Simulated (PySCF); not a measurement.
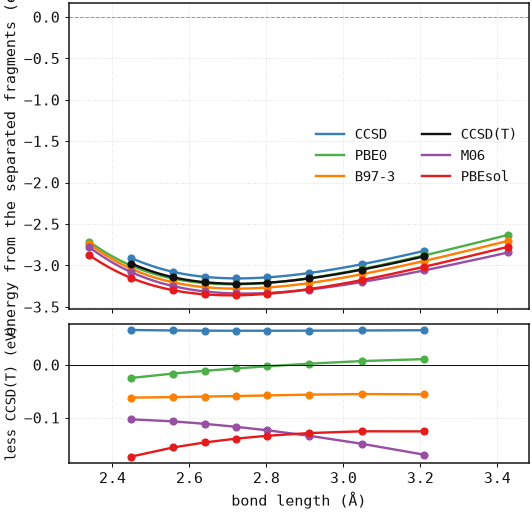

Bond curves of NaI, singlet, def2-TZVPP (ECP), PySCF: energy from the separated fragments (atoms in their ground configurations, no counterpoise). One reference determinant with the occupation held, the lowest that a PBE0 search over spins and occupations found; no spin-orbit coupling. Splines pass through the computed points, which are marked. References: UKS for PBE0, B97-3, M06 and PBEsol; RHF for CCSD and CCSD(T). With PBE0, B97-3, M06 and PBEsol the solution stays closed-shell at all points drawn; such a solution can't reach the open-shell fragments at long range.

**Where is the minimum of each curve?**

CCSD: near 2.73 Å, −3.16 eV; PBE0: near 2.71 Å, −3.23 eV; B97-3: near 2.72 Å, −3.28 eV; CCSD(T): near 2.73 Å, −3.22 eV; M06: near 2.74 Å, −3.34 eV; PBEsol: near 2.71 Å, −3.36 eV (from the spline).

**Give the values at the computed points that all curves share.**

In eV:
```csv
bond length (Å),CCSD,PBE0,B97-3,CCSD(T),M06,PBEsol
2.45,−2.91,−3.00,−3.04,−2.98,−3.08,−3.15
2.56,−3.08,−3.16,−3.20,−3.14,−3.25,−3.30
2.64,−3.14,−3.21,−3.26,−3.20,−3.31,−3.35
2.72,−3.16,−3.23,−3.28,−3.22,−3.34,−3.36
2.80,−3.14,−3.21,−3.27,−3.21,−3.33,−3.34
2.91,−3.09,−3.15,−3.21,−3.16,−3.29,−3.29
3.05,−2.99,−3.04,−3.11,−3.05,−3.20,−3.18
3.21,−2.82,−2.88,−2.95,−2.89,−3.06,−3.02
```

Caveats, for all or some of the runs: spin-orbit coupling is left out; it can lower the fragment I more than the molecule, and De with it.
